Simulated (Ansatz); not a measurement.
**SnO (tin(ii) oxide): CCSD/STO-3G**

Aim: the vertical singlet–triplet gap of SnO (tin(ii) oxide) at CCSD/STO-3G, from 2 runs. 

Program for the calculation: Ansatz 0.2.0.

55 further runs of the same task are left out: 20 that didn't finish, 35 set aside as unsound or not needed.

### 1 The structure to begin with

The species is SnO (2 atoms), meant as a singlet with charge 0. As SMILES, `[O]=[Sn]`. Geometry: a GFN2-xTB relaxation, a rough one for these elements and not checked as a minimum.

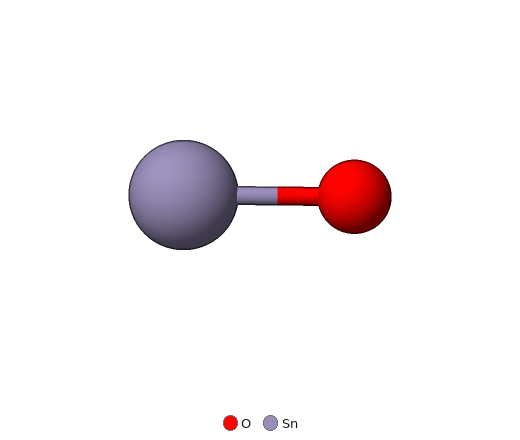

Viewed from a chosen angle; oxygen red, tin purple.

### 2 A single-point energy at CCSD/STO-3G

File molecule.yaml:

```yaml
crystal:
  periodic: [false, false, false]
  atoms:
    - {symbol: O, position_ang: [0.000000, 0.000000, 0.000000]}
    - {symbol: Sn, position_ang: [0.000000, 0.000000, 1.803580]}
basis:
  gaussian:
    orbitals: STO-3G
correlation:
  method: ccsd
  frozen_orbitals: {O: 1, Sn: 18}
accuracy: high
scf:
  omitted_lower_state_checks: [cluster_reference, increment]
```

On the command line:

```
$ ansatz run molecule.yaml --threads 1 --pin off --max-ram 2610MiB --events-out events.jsonl --progress --plain --runs-dir runs
```

What it wrote, cut to the lines that bear on the results:

```text
Warning: RAYON_NUM_THREADS=1 ignored (pool sized by the plan → 1); use --threads N
Functional definition: HF
  name "HF"
[...]
568 factors; integrals over basis functions are off by at most 5.0e-9 eV
[...]
mean field -164276.46239219 eV, -6037.0486423274 hartree, gradient 8.7e-9 eV, S^2 0.000000; 0 other end points of the search recorded, 0 dependent functions left out; unrestricted orbitals would lower it
19 core orbitals not correlated: weight in the atoms' cores, before any rotation towards them, 1.000 or more for the frozen orbitals, at most 0.000 for the correlated occupied ones
reference -164276.46239219 eV, -6037.0486423274 hartree; 10, 10 occupied and 3, 3 virtual orbitals, 568 factors
second order -4.72524868 eV of doubles, -0.00000000 eV of singles
cycle   1  -2.54208013 eV  change     2.2e0 eV  update   3.6e-1
[...]
cycle  19  -3.89611110 eV  change   -1.9e-9 eV  update  9.0e-10
Total energy: -164280.35850329 eV, -6037.1918217694 hartree
Checks for a lower state left out: cluster_reference, increment
```

Wall time 0.58 s (1 thread of Arm Neoverse V2, shared host).

### 3 The triplet at the same level

File in.yaml:

```yaml
crystal:
  periodic: [false, false, false]
  atoms:
    - {symbol: O, position_ang: [0.000000, 0.000000, 0.000000]}
    - {symbol: Sn, position_ang: [0.000000, 0.000000, 1.803580]}
basis:
  gaussian: {orbitals: STO-3G}
magnetization: {spin_polarized: true, initial_magnetization: 2}
correlation: {method: ccsd, frozen_orbitals: {O: 1, Sn: 18}}
accuracy: high
scf: {omitted_lower_state_checks: [cluster_reference, increment]}
```

On the command line:

```
$ ansatz run in.yaml --threads 1 --pin off --max-ram 2610MiB --events-out events.jsonl --progress --plain --runs-dir runs
```

What it wrote:

```text
Warning: RAYON_NUM_THREADS=1 ignored (pool sized by the plan → 1); use --threads N
[... 18 lines left out ...]
19 core orbitals not correlated: weight in the atoms' cores, before any rotation towards them, 1.000 or more for the frozen orbitals, at most 0.000 for the correlated occupied ones
[... 35 lines left out ...]
Total energy: -164277.52452989 eV, -6037.0876751678 hartree
Checks for a lower state left out: cluster_reference, increment
```

Run time: 4.2 s. Hardware: 1 thread of Arm Neoverse V2, shared host; peak memory 0.1 GiB.

### 4 Summary of results

At CCSD/STO-3G, 19 core orbitals frozen:

```
                                             quantity           value
                                singlet: total energy  -6037.19182 Eh
singlet: correlation energy (19 core orbitals frozen)      -143.2 mEh
                               singlet: T1 diagnostic           0.038
                                triplet: total energy  -6037.08768 Eh
triplet: correlation energy (19 core orbitals frozen)       -49.5 mEh
           triplet: ⟨S²⟩ of the reference determinant           2.009
                               triplet: T1 diagnostic           0.021
     vertical energy of the triplet above the singlet        2.834 eV
```

At this shape the triplet lies 2.83 eV (65 kcal/mol) above the singlet. In a minimal basis such a difference can be off by several eV, whatever the method. The T1 diagnostic (singlet) of 0.038 is above the customary mark for such species, so a single reference may not serve. The restricted solution (singlet) is unstable to spin breaking: an unrestricted one lies lower. Relativity is left out (singlet) although the molecule holds a heavy atom. Relativity is left out (triplet) although the molecule holds a heavy atom.
